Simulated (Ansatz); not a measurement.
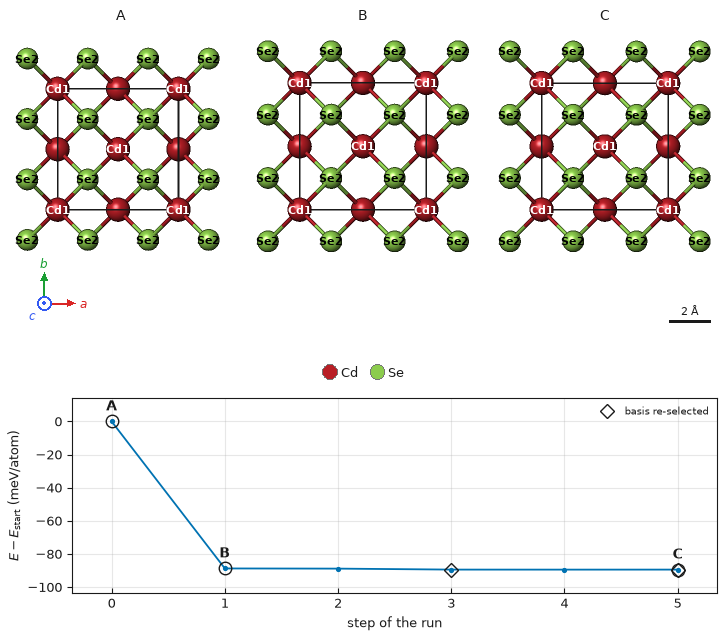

Frames of a relaxation of crystalline CdSe (built on the zincblende type), marked on the history of the run. The picture is a ball-and-stick view of the conventional cell (4 times the calculation's cell), seen along the c axis. Lengths and directions refer to the drawn axes.

Level of theory: DFT, PBE, plane waves, PAW (Ansatz 0.2.0). (plane-wave cutoff 420 eV; k-point mesh 6 × 6 × 6; occupations fermi dirac; smearing width 0.02 eV; no spin polarisation; cell and atoms relaxed; force threshold 0.005 eV/Å)

### What happens along the run?

After 3 accepted moves (5 points after the start) the energy has fallen by 89.4 meV per atom. All forces vanish by symmetry, so only the cell relaxes. The pressure goes from 8.52 to 0.00 GPa. At 2 points the geometry stayed and the basis and grid were re-selected for the new cell (energy shift of 0.6 meV per atom at most each time). No atom moves by more than 0.005 Å relative to the cell. Cell: a = b = c 5.918 → 6.196 Å (+4.7 %). Volume +14.8 %. Near-neighbour distances that change, for instance: Cd1–Se2 2.563 → 2.683 Å. The space group stays F-43m (No. 216). From step 0 to 1: volume +15.3 %, energy −88.7 meV per atom. From step 1 to 5: volume −0.5 %, energy −0.7 meV per atom.

| step | E − E(0), meV/atom | pressure, GPa | volume, Å³/atom | note |
| --- | --- | --- | --- | --- |
| 0 | 0.00 | 8.52 | 25.909 |  |
| 1 | -88.72 | -0.20 | 29.886 |  |
| 2 | -88.82 | -0.05 | 29.779 |  |
| 3 | -89.41 | -0.06 | 29.779 | same geometry, new basis |
| 4 | -89.43 | 0.00 | 29.740 |  |
| 5 | -89.41 | 0.00 | 29.740 | same geometry, new basis |
